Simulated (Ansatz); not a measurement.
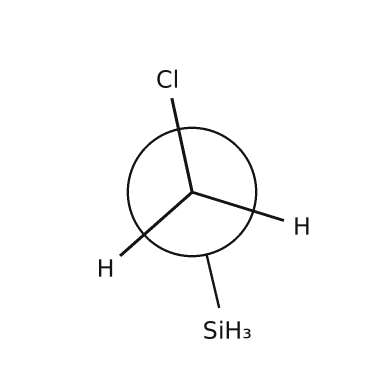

A Newman projection along the C–Te bond, carbon in front; angles are drawn as computed, but eclipsed bonds slightly apart. The geometry was computed by an optimisation with PBE-D4/def2-SVP. No frequency run is at hand to confirm it as a minimum.

Question: Which molecule is it?

Answer: CH5ClSiTe, [SiH3][Te]CCl

Question: What is the torsion angle from the front Cl to the back SiH3? The sign is positive where the front bond must turn clockwise to cover the back bond.

Answer: 179°, antiperiplanar (anti).
